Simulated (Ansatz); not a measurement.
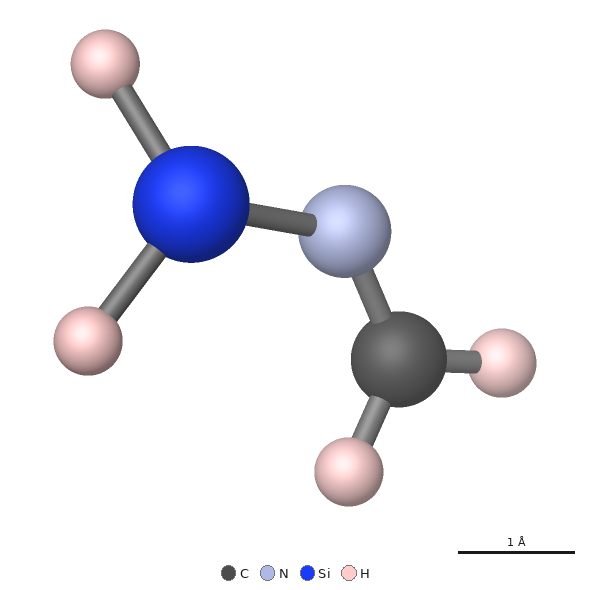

A ball-and-stick model of a molecule. Every bond is drawn as one stick, whatever its order.

State: neutral, doublet. The computed structure is the end point of a PBE0-D4/def2-TZVP optimisation. No frequency run is at hand to confirm it as a minimum.

Describe the molecule.

It has 7 atoms: 1 carbon, 4 hydrogen, 1 nitrogen and 1 silicon (CH4NSi). As SMILES it reads `C=N[SiH2]`. It has no ring. Among its groups: imine, Si–H bond, Si–N bond. This geometry has C1 symmetry. It is an open-shell species. Coordination: 1 C trigonal planar; 1 N bent; 1 Si trigonal pyramidal.

More results for the same structure follow; atom numbers are the same in all pictures, views and colours differ.

**Geometry**

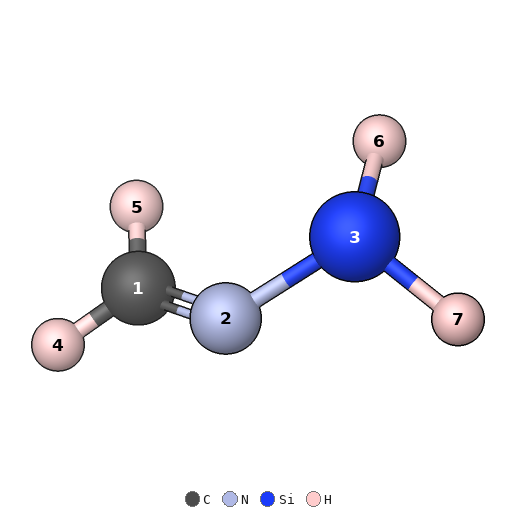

The atoms are numbered. No frequency run is at hand to confirm it as a minimum.

Give these bond angles: N2–C1–H4, N2–C1–H5, H4–C1–H5, C1–N2–Si3, N2–Si3–H6, N2–Si3–H7, H6–Si3–H7.

| angle | degrees |
| --- | --- |
| N2–C1–H4 | 120.1 |
| N2–C1–H5 | 124.3 |
| H4–C1–H5 | 115.6 |
| C1–N2–Si3 | 126.3 |
| N2–Si3–H6 | 114.9 |
| N2–Si3–H7 | 109.8 |
| H6–Si3–H7 | 112.3 |

**Electronic properties**

No frequency run is at hand to confirm it as a minimum. Method: UKS PBE0-D4/def2-TZVPP (Ansatz 0.2.0).

> What is the HOMO energy (Kohn–Sham orbital)?

−6.04 eV.

> Give the ⟨S²⟩ of the determinant at this level.

0.760.

> Give the dispersion correction at this level.

−9.6 kJ/mol.

**Dipole moment**

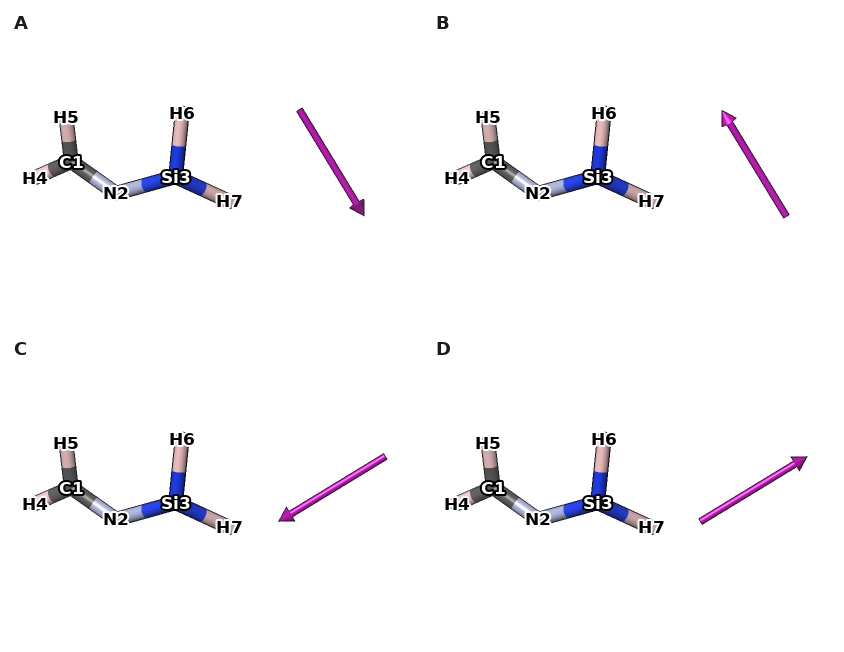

The same molecule four times, each with an arrow. No frequency run is at hand to confirm it as a minimum. Level of theory: UKS PBE0-D4/def2-TZVP (Ansatz 0.2.0).

> Which arrow points along the dipole moment, from the negative to the positive end?

B. The dipole moment is 1.40 D; it points from the side of H7 to the side of H5 (the outermost atoms at the two ends).

**Charges**

The questions are on Mulliken charges. No frequency run is at hand to confirm it as a minimum. Level of theory: UKS PBE0-D4/def2-TZVP (Ansatz 0.2.0).

> Which atom carries the highest charge (most positive or least negative)?

Si3 (0.17 e).

> And the lowest?

N2 (−0.27 e).

List the Mulliken charges.

| atom | value (e) |
| --- | --- |
| C1 | −0.11 |
| N2 | −0.27 |
| Si3 | 0.17 |
| H4 | 0.13 |
| H5 | 0.10 |
| H6 | −0.02 |
| H7 | 0.00 |

Mulliken values depend strongly on the basis set and can even reverse the polarity of a bond.
